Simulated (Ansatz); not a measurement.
The calculation's input:

```
crystal:
  periodic: [false, false, false]
  atoms:
    - {symbol: O, position_ang: [-1.122134, 1.622444, -0.267443]}
    - {symbol: Si, position_ang: [0.024057, 0.532226, -0.765759]}
    - {symbol: O, position_ang: [1.473202, 1.273789, -0.525774]}
    - {symbol: Si, position_ang: [0.064324, -1.456452, 0.512112]}
    - {symbol: H, position_ang: [-2.020295, 1.474247, -0.569142]}
    - {symbol: H, position_ang: [1.506237, 2.222275, -0.670995]}
    - {symbol: H, position_ang: [-1.268565, -2.103319, 0.362570]}
    - {symbol: H, position_ang: [1.095634, -2.364984, -0.054868]}
    - {symbol: H, position_ang: [0.336142, -1.246525, 1.962198]}
basis:
  gaussian: {orbitals: def2-TZVPP}
magnetization: {spin_polarized: true, initial_magnetization: 1}
hamiltonian: {xc: pbe0, dispersion: d4}
output: {orbitals: {seedname: orbitals}}
```

Run with:

```sh
ansatz run in.yaml --threads 4 --pin off --events-out ev --progress --plain --max-ram 10444MiB
```

Geometry: PBE0-D4/def2-TZVP.

All numbers below come from Ansatz 0.2.0, UKS PBE0-D4/def2-TZVPP.

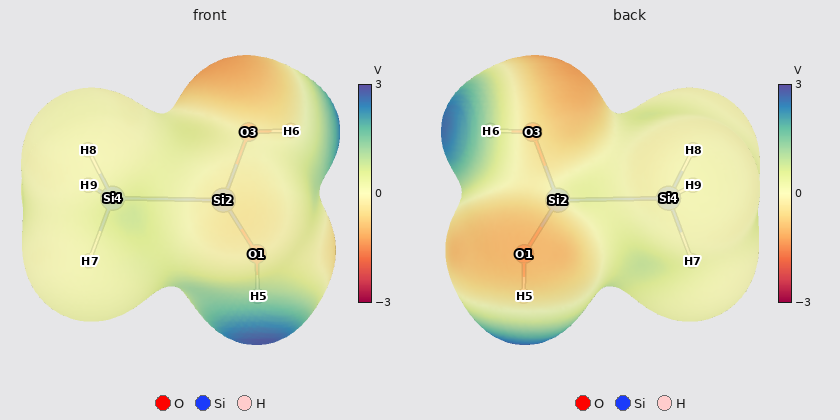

H$_{5}$O$_{2}$Si$_{2}$ (doublet). The molecular electrostatic potential painted on the density surface at 0.002 e/bohr³, seen from the front and from behind; the colour scale runs from red (negative) to blue (positive).

Q: Describe the electrostatic potential map.

A: The most negative region (about −1.2 V) lies over O3, the most positive (about +2.8 V) over H5. O3 is the likeliest acceptor of a hydrogen bond.
